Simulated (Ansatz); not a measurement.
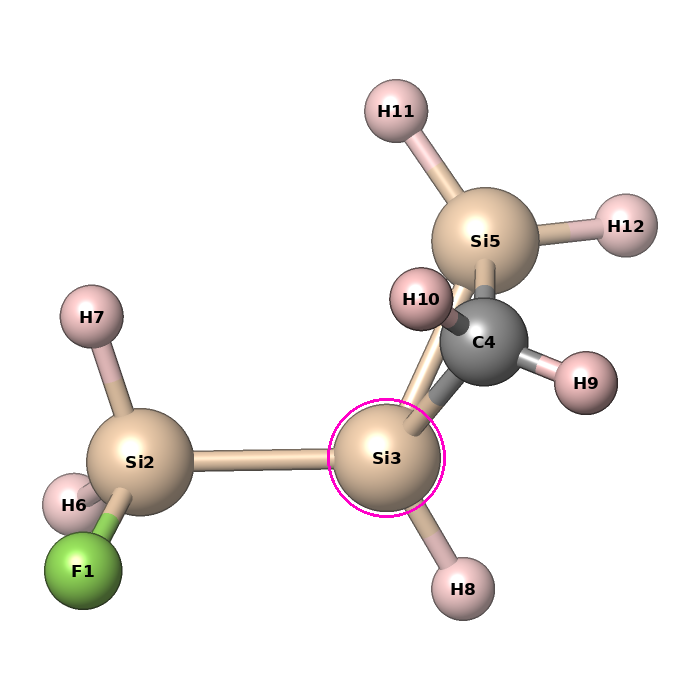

Atoms fade into the background with distance from the viewer. Circles mark the stereogenic atoms. Computed geometry: PBE0-D4/def2-TZVP optimisation. No frequency run is at hand to confirm it as a minimum.

Give the R/S and E/Z labels.

Answer. Si3: R (priorities Si2 > Si5 > C4 > H8).
